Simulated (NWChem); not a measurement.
**UPBE/SBKJC-VDZ (core potential) run of SnH2F (SMILES [F][SnH2])**

Aim: the electronic atomisation energy of SnH2F at UPBE/SBKJC-VDZ (core potential), from 4 runs. 

Program for the calculation: NWChem 7.3.0.

## Step 1: Starting point

SnH2F: 4 atoms, total charge 0, spin state doublet. SMILES: `[F][SnH2]`. Geometry: relaxed at PBE0-D4/def2-TZVP.

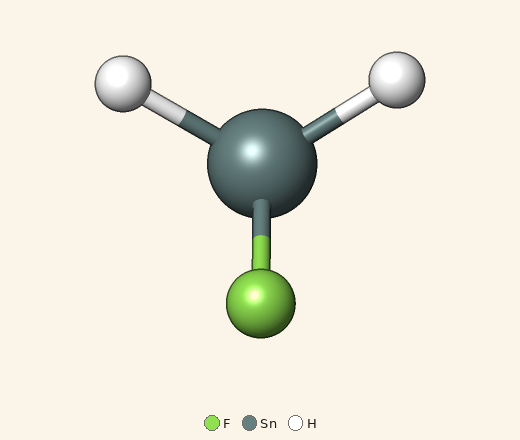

Viewed from a chosen angle; fluorine green, tin teal, hydrogen white.

## Step 2: A single-point energy at UPBE/SBKJC-VDZ (core potential) (run 1)

The input, m1.nw:

```
start m1
memory stack 880 mb heap 220 mb global 1100 mb
geometry units au noautosym nocenter noautoz
   F  -2.93398878 -0.35904796  1.21074753
   Sn  0.05347925 -0.45769167 -0.88495874
   H   2.23762470 -1.99252723  0.99040546
   H   0.74776463  2.69512740 -1.35436671
end
basis spherical bse
   * library SBKJC-VDZ
end
ecp bse
   F library SBKJC-VDZ
   Sn library SBKJC-VDZ
end
dft
   xc xpbe96 cpbe96
   mult 2
   grid fine
   convergence energy 1e-08
   iterations 100
   mulliken
   print low
end
task dft
```

Command:

```console
$ nwchem m1.nw > m1.out
```

What it wrote (excerpt; [...] marks lines left out):

```text
[...]
 d= 0,ls=0.0,diis     1    -28.6527127814 -4.15D+01  5.87D-02  1.15D-01     0.3
[...]
 d= 0,ls=0.0,diis     8    -28.7266715466  3.05D-09  4.21D-06  2.11D-08     1.5
[...]
         Total DFT energy =      -28.726671546645
      One electron energy =      -73.036906194763
           Coulomb energy =       37.749922189017
    Exchange-Corr. energy =       -6.324694987146
 Nuclear repulsion energy =       12.885007446247
[...]
      Total Density - Mulliken Population Analysis
     ---------------------------------------------
    Atom       Charge   Shell Charges
 -----------   ------   -------------------------------------------------------
    1 F    7     7.50   1.49  4.12  0.48  1.41
    2 Sn   4     3.39   1.43  1.76  0.09  0.11
    3 H    1     1.06   0.40  0.66
    4 H    1     1.06   0.40  0.66
[...]
      <S2> =      0.7506 (Exact =     0.7500)
[...]
```

Run time: 2 s. Hardware: 1 thread of AMD EPYC 9R14 (Zen 4), shared host; peak memory 0.11 GiB.

## Step 3: The F atom, same level (run 2)

The input, a.nw:

```
start a
title "F PBE"
memory 2200 mb

geometry units angstroms noautosym nocenter noautoz
  F      0.000000     0.000000     0.000000
end

basis spherical bse
  F library SBKJC-VDZ
end

ecp bse
  F library SBKJC-VDZ
end

dft
  xc xpbe96 cpbe96
  mult 2
  grid fine
  convergence energy 1e-08
  maxiter 100
  mulliken
  noprint "final vectors analysis"
end

task dft energy
```

Command:

```console
$ nwchem a.nw > a.out
```

What it wrote (excerpt; [...] marks lines left out):

```text
[...]
          Wavefunction type:  spin polarized.
          No. of atoms     :     1
          No. of electrons :     7
[...]
          Charge           :     0
          Spin multiplicity:     2
[...]
          AO basis - number of functions:     8
[...]
              XC Information
              --------------
          PerdewBurkeErnzerhof Exchange Functional  1.000
            Perdew 1991 LDA Correlation Functional  1.000 local
           PerdewBurkeErnz. Correlation Functional  1.000 non-local
[...]
 d= 0,ls=0.0,diis     1    -24.0385686444 -2.40D+01  1.87D-02  1.69D-02     0.1
[...]
 d= 0,ls=0.0,diis     6    -24.0445571680 -2.83D-10  3.12D-07  5.54D-12     0.1
[...]
         Total DFT energy =      -24.044557167994
      One electron energy =      -40.754497278044
           Coulomb energy =       21.267595040888
    Exchange-Corr. energy =       -4.557654930838
 Nuclear repulsion energy =        0.000000000000
[...]
      Total Density - Mulliken Population Analysis
     ---------------------------------------------
    Atom       Charge   Shell Charges
 -----------   ------   -------------------------------------------------------
    1 F    7     7.00   1.52  3.92  0.48  1.08
     --------------------------------------------
      Spin Density - Mulliken Population Analysis
     --------------------------------------------
    Atom       Charge   Shell Charges
 -----------   ------   -------------------------------------------------------
    1 F    7     1.00   0.02  0.84 -0.02  0.16
[...]
      <S2> =      0.7504 (Exact =     0.7500)
[...]
```

Wall time 0.7 s (1 thread of AMD EPYC 9R14 (Zen 4), shared host); peak memory 0.1 GiB.

## Step 4: The H atom at the same level (run 3)

The input, h.nw:

```
start h
memory stack 880 mb heap 220 mb global 1100 mb
charge 0
geometry noautosym nocenter noautoz
H      0.000000     0.000000     0.000000
end
basis spherical bse
H library SBKJC-VDZ
end
dft
xc xpbe96 cpbe96
mult 2
grid fine
convergence energy 1e-08
iterations 100
mulliken
noprint "final vectors analysis"
end
task dft energy
```

Run the same way, it converges to -0.49439 Eh (log not shown).

## Step 5: The Sn atom (run 4)

The input, sn.nw:

```
start sn
memory 2200 mb
charge 0
geometry noautosym nocenter noautoz
   Sn       0.000000       0.000000       0.000000
end
basis spherical bse
   Sn library SBKJC-VDZ
end
ecp bse
   Sn library SBKJC-VDZ
end
dft
   xc xpbe96 cpbe96
   mult 3
   grid fine
   convergence energy 1e-08
   iterations 100
   mulliken
   print low
end
task dft energy
```

Run the same way, it converges to -3.35888 Eh (log not shown).

## Step 6: The series

| run | level | core potential | partner | energy (Eh) | ⟨S²⟩ | wall time |
| --- | --- | --- | --- | --- | --- | --- |
| 1 | UPBE/SBKJC-VDZ (core potential) | SBKJC-VDZ | base | -28.726672 | 0.751 | 2 s |
| 2 | UPBE/SBKJC-VDZ (core potential) | SBKJC-VDZ | atoms | -24.044557 | 0.750 | 0.7 s |
| 3 | UPBE/SBKJC-VDZ | – | atoms | -0.494386 | 0.750 | 0.64 s |
| 4 | UPBE/SBKJC-VDZ (core potential) | SBKJC-VDZ | atoms | -3.358884 | 2.000 | 1.4 s |

## Step 7: What came out

At UPBE/SBKJC-VDZ (core potential):

| quantity | value |
| --- | --- |
| Sn atom: total energy | -3.35888 Eh |
| Sn atom: ⟨S²⟩ | 2.000 |
| electronic atomisation energy | 9.101 eV |

Taking the molecule apart into free atoms costs 9.10 eV (210 kcal/mol), before zero-point energy and without spin-orbit coupling. The basis has no polarisation functions, which makes bonds too weak. All runs together took 4.7 s, the longest 2 s.
